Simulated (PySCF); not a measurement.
## What a change does: NMR shielding calculation on C7H12BNO

System: C7H12BNO.
Method of run 1: GIAO PBE0/pcSseg-1 NMR shielding, non-relativistic, IEF-PCM benzene (PySCF 2.14.0).

The geometry comes from this level: PBE0-D3(BJ)/def2-SVP. Text and figures count atoms from 1; the logs count them from 0 in places.

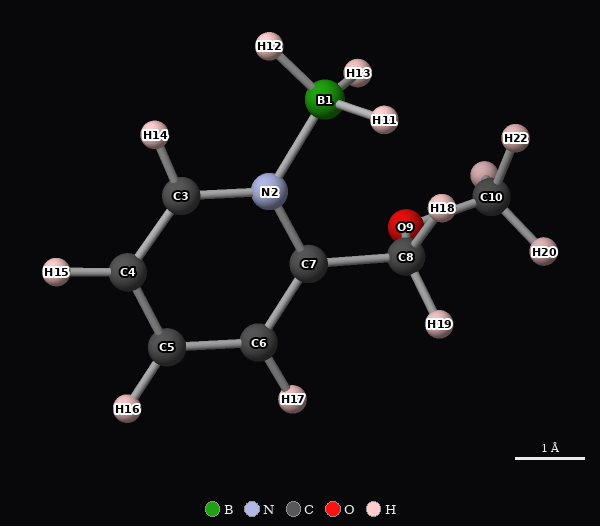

The structure (ball-and-stick view, seen at a tilt; atoms are numbered from 1 in the order of the input). Bond lengths as drawn: B–H 1.22 to 1.23 Å, B–N 1.61 Å, C–C 1.39 to 1.50 Å, C–H 1.09 to 1.11 Å, C–N 1.34 to 1.35 Å and C–O 1.40 Å.

### Input file, run 1
```
{"job": {"kind": "nmr", "xc": "PBE0", "basis": "pcSseg-1", "solvent": "benzene", "pop": true}, "charge": 0, "multiplicity": 1}
B     -0.315688     1.894925     0.560709
N     -0.950502     0.471990     0.170875
C     -2.249756     0.419872    -0.158938
C     -2.884233    -0.761107    -0.512743
C     -2.146395    -1.939976    -0.526387
C     -0.801765    -1.881056    -0.178597
C     -0.221567    -0.664302     0.168596
C      1.243593    -0.583349     0.478941
O      1.925699    -0.447068    -0.732652
C      3.253061    -0.044086    -0.569431
H      0.020751     1.820313     1.740472
H     -1.204160     2.717001     0.389775
H      0.647440     2.073300    -0.172528
H     -2.767970     1.378590    -0.129944
H     -3.943430    -0.743905    -0.773623
H     -2.609605    -2.889203    -0.803990
H     -0.177924    -2.776272    -0.177334
H      1.419805     0.276434     1.146658
H      1.553269    -1.507310     1.009588
H      3.838719    -0.775784     0.021927
H      3.701307     0.035159    -1.569355
H      3.319882     0.940996    -0.070811
```

The first line tells a small driver script what to run in PySCF; the rest is the geometry in Å.

Command:
```bash
OMP_NUM_THREADS=1 python <driver script> task.json out
```

Hardware: 1 CPU thread, shared host.

### Output (run 1)
```
coarse grid: 18280 points
cycle   1  E = -428.0633813299  dE =  1.495e+00  |g| = 6.006e-01  |ddm| = 4.213e+00
cycle   2  E = -428.0212898903  dE =  4.209e-02  |g| = 7.973e-01  |ddm| = 1.364e+00
cycle   3  E = -428.1450621776  dE = -1.238e-01  |g| = 1.063e-01  |ddm| = 8.185e-01
cycle   4  E = -428.1473660530  dE = -2.304e-03  |g| = 4.042e-02  |ddm| = 1.367e-01
cycle   5  E = -428.1477338704  dE = -3.678e-04  |g| = 2.064e-02  |ddm| = 4.760e-02
cycle   6  E = -428.1478264769  dE = -9.261e-05  |g| = 3.309e-03  |ddm| = 1.640e-02
cycle   7  E = -428.1478286461  dE = -2.169e-06  |g| = 8.412e-04  |ddm| = 2.764e-03
final grid: 176328 points
cycle   8  E = -428.2150655344  dE = -5.438e-05  |g| = 1.118e-02  |ddm| = 4.596e-02
cycle   9  E = -428.2150506626  dE =  1.487e-05  |g| = 1.480e-02  |ddm| = 1.900e-02
cycle  10  E = -428.2150910272  dE = -4.036e-05  |g| = 1.707e-03  |ddm| = 1.104e-02
cycle  11  E = -428.2150916640  dE = -6.368e-07  |g| = 2.547e-04  |ddm| = 1.626e-03
cycle  12  E = -428.2150916708  dE = -6.769e-09  |g| = 1.832e-04  |ddm| = 3.300e-04
cycle  13  E = -428.2150916791  dE = -8.250e-09  |g| = 3.563e-05  |ddm| = 1.838e-04
cycle  14  E = -428.2150916794  dE = -2.869e-10  |g| = 7.252e-06  |ddm| = 3.408e-05
converged SCF energy = -428.2150916794

GIAO shielding tensors (ppm)
atom      isotropic    diamagn.    paramagn.     s11        s22        s33       span
  0 B      118.767     191.212     -72.445     96.903    114.337    145.062     48.159
  1 N      -18.830     332.706    -351.537   -154.348   -147.565    245.423    399.771
  2 C       28.558     248.613    -220.055    -70.263     22.946    132.989    203.252
  3 C       54.350     258.260    -203.910    -55.236     41.897    176.387    231.622
  4 C       37.911     253.350    -215.439    -76.988     11.414    179.307    256.295
  5 C       50.525     255.842    -205.316    -56.829     41.949    166.456    223.286
  6 C       22.972     254.845    -231.873    -73.703     -5.962    148.581    222.283
  7 C      112.172     247.391    -135.219     93.106     96.866    146.545     53.439
  8 O      316.480     400.475     -83.995    281.181    333.309    334.949     53.767
  9 C      124.207     241.313    -117.106     89.992     99.963    182.666     92.673
 10 H       28.125      31.514      -3.390     24.175     27.909     32.290      8.116
 11 H       28.699      31.940      -3.241     24.725     29.513     31.861      7.136
 12 H       28.270      32.316      -4.046     23.618     29.075     32.118      8.500
 13 H       22.204      30.589      -8.384     16.954     22.036     27.623     10.670
 14 H       23.766      28.463      -4.697     20.614     24.293     26.390      5.776
 15 H       23.160      28.726      -5.566     20.100     23.261     26.118      6.018
 16 H       23.591      32.076      -8.485     19.769     22.678     28.328      8.559
 17 H       25.875      32.631      -6.755     21.928     25.173     30.525      8.597
 18 H       27.074      31.314      -4.240     24.047     26.013     31.162      7.115
 19 H       27.897      26.707       1.190     23.804     25.561     34.325     10.521
 20 H       27.480      27.218       0.262     23.701     24.504     34.236     10.535
 21 H       27.687      28.195      -0.508     23.191     26.523     33.346     10.155
```

The input of run 2 differs as follows (lines with − go, lines with + come):
```diff
-"solvent": "benzene"
-"pop": true
+"solvent": "chloroform"
+"pop": false
```

Predict how the results change.

The total energy of run 2 is 2.9 kcal/mol lower: the change of the electrostatic solvation energy at this fixed geometry, without cavity or dispersion terms. The HOMO goes from −7.42 to −7.49 eV. The dipole moment goes from 6.41 to 6.93 D. Of all shieldings, the largest change is that of N2, by +4.9 ppm. The number of SCF iterations is the same.

### Output (run 2)
```
coarse grid: 18280 points
cycle   1  E = -428.0699585829  dE =  1.489e+00  |g| = 5.958e-01  |ddm| = 4.213e+00
cycle   2  E = -428.0297135677  dE =  4.025e-02  |g| = 7.861e-01  |ddm| = 1.289e+00
cycle   3  E = -428.1497855595  dE = -1.201e-01  |g| = 1.032e-01  |ddm| = 7.679e-01
cycle   4  E = -428.1519739938  dE = -2.188e-03  |g| = 3.916e-02  |ddm| = 1.276e-01
cycle   5  E = -428.1523209029  dE = -3.469e-04  |g| = 1.939e-02  |ddm| = 4.465e-02
cycle   6  E = -428.1524012012  dE = -8.030e-05  |g| = 3.048e-03  |ddm| = 1.477e-02
cycle   7  E = -428.1524029832  dE = -1.782e-06  |g| = 7.786e-04  |ddm| = 2.481e-03
final grid: 176328 points
cycle   8  E = -428.2196185529  dE = -5.476e-05  |g| = 1.113e-02  |ddm| = 4.594e-02
cycle   9  E = -428.2196043526  dE =  1.420e-05  |g| = 1.465e-02  |ddm| = 1.865e-02
cycle  10  E = -428.2196437987  dE = -3.945e-05  |g| = 1.666e-03  |ddm| = 1.072e-02
cycle  11  E = -428.2196444033  dE = -6.046e-07  |g| = 2.357e-04  |ddm| = 1.536e-03
cycle  12  E = -428.2196444087  dE = -5.409e-09  |g| = 1.733e-04  |ddm| = 3.022e-04
cycle  13  E = -428.2196444160  dE = -7.279e-09  |g| = 3.446e-05  |ddm| = 1.687e-04
cycle  14  E = -428.2196444162  dE = -2.641e-10  |g| = 6.929e-06  |ddm| = 3.192e-05
converged SCF energy = -428.2196444162

GIAO shielding tensors (ppm)
atom      isotropic    diamagn.    paramagn.     s11        s22        s33       span
  0 B      119.341     191.019     -71.677     97.455    115.337    145.231     47.776
  1 N      -13.916     332.652    -346.568   -145.466   -141.145    244.863    390.330
  2 C       28.501     248.950    -220.449    -70.134     22.429    133.206    203.340
  3 C       53.509     257.981    -204.472    -56.151     39.755    176.923    233.073
  4 C       36.537     253.158    -216.621    -78.597      8.282    179.925    258.523
  5 C       49.953     255.657    -205.703    -57.469     40.302    167.026    224.495
  6 C       23.401     255.097    -231.695    -73.390     -5.139    148.734    222.124
  7 C      112.247     247.469    -135.221     93.062     97.021    146.660     53.598
  8 O      317.764     400.752     -82.988    281.793    335.073    336.426     54.633
  9 C      124.268     241.394    -117.125     89.951     99.963    182.891     92.940
 10 H       28.210      31.656      -3.446     24.278     28.013     32.338      8.061
 11 H       28.778      32.099      -3.321     24.818     29.631     31.884      7.066
 12 H       28.393      32.480      -4.087     23.737     29.215     32.228      8.492
 13 H       22.231      30.486      -8.255     16.953     22.089     27.652     10.698
 14 H       23.619      28.305      -4.686     20.431     24.180     26.245      5.814
 15 H       23.000      28.584      -5.584     19.913     23.101     25.986      6.072
 16 H       23.462      31.934      -8.471     19.601     22.576     28.210      8.609
 17 H       25.949      32.698      -6.749     22.002     25.273     30.571      8.569
 18 H       26.949      31.220      -4.272     23.898     25.868     31.080      7.182
 19 H       27.815      26.629       1.186     23.720     25.467     34.259     10.539
 20 H       27.461      27.181       0.280     23.674     24.473     34.235     10.561
 21 H       27.703      28.210      -0.507     23.189     26.539     33.381     10.193
```

### The two runs side by side

```tsv
quantity	run 1	run 2
outcome	converged	converged
total energy (hartree)	−428.215092	−428.219644
HOMO (eV)	−7.42	−7.49
LUMO (eV)	−1.81	−1.76
dipole moment (D)	6.41	6.93
shielding of B1 (ppm)	118.8	119.3
shielding of N2 (ppm)	−18.8	−13.9
shielding of C4 (ppm)	54.3	53.5
shielding of C5 (ppm)	37.9	36.5
shielding of C6 (ppm)	50.5	50.0
shielding of C7 (ppm)	23.0	23.4
shielding of O9 (ppm)	316.5	317.8
SCF iterations	14	14
basis functions	230	230
wall time (shared host)	93 s	84 s
```
